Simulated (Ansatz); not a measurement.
**SnSe2: pressure series**

Consider SnSe₂ in the CdI2 type structure (space group P-3m1, No. 164; a = 3.8403 Å, c = 6.0057 Å; layered, stacked along the Cartesian z axis).

Cell and atoms are relaxed at each pressure.

Calculations: PBE-D3(BJ) (Ansatz, a quantum-chemistry and plane-wave program, PAW, no spin-orbit coupling).

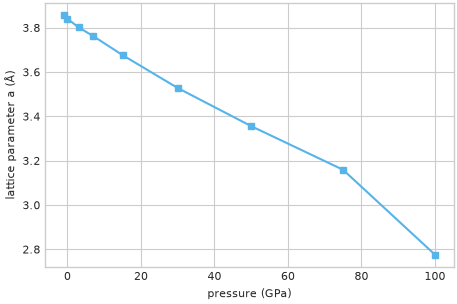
Figure. Lattice parameter a against pressure

### Question
From the plot, what is the lattice parameter a for pressure 30 GPa?

### Answer
About 3.53 Å.

### Question
Is the trend monotonic over the range shown?

### Answer
Yes, it falls throughout, spanning 2.776 Å to 3.856 Å.

The mesh was chosen for an insulator and is coarse for the gapless case. From pressure 100 GPa on, the axis ratios lie over 15 % from the base's, so the cell there is far from its starting form. Load acts through the strain it causes; cell and atoms are relaxed under it. Stability against distortions was not tested. No other phases were tried under pressure. The final runs are not spin-polarised.
